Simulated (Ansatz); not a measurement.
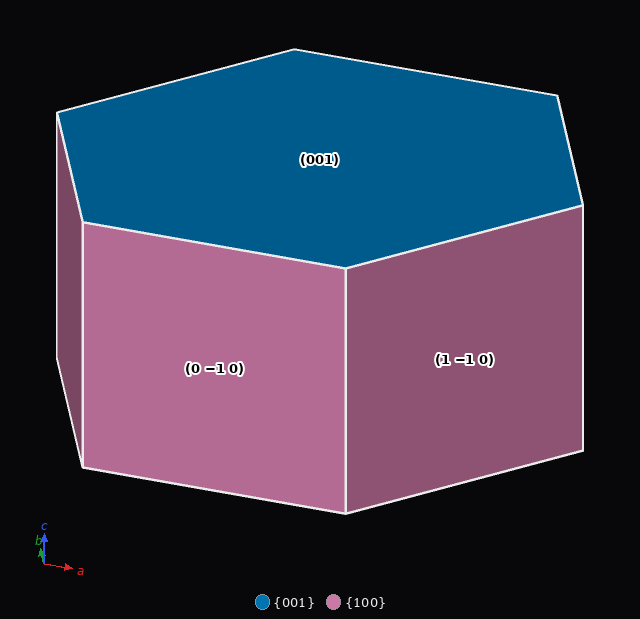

NaWF2, space group P6/mmm (No. 191), a = 3.803 Å, b = 3.803 Å, c = 6.241 Å, α = 90.00°, β = 90.00°, γ = 120.00°. Crystal habit computed by the BFDH rule (growth rate of a face proportional to 1/d, systematic absences taken into account). This is a geometric estimate, not an energy calculation. The structure is the input geometry of an electronic-structure calculation and need not be at equilibrium. It was generated, so it need not be a known form of this composition. Forms under 0.4 % of the area are left out.

> How many faces does the whole crystal have, by form?

8 faces: 6 of {100} and 2 of {001}.

> List the forms with their spacings and shares.

```json
{"form": "{100}", "faces": "6", "d (Å)": "3.293", "share of area (%)": "51.3"}
{"form": "{001}", "faces": "2", "d (Å)": "6.241", "share of area (%)": "48.7"}
```
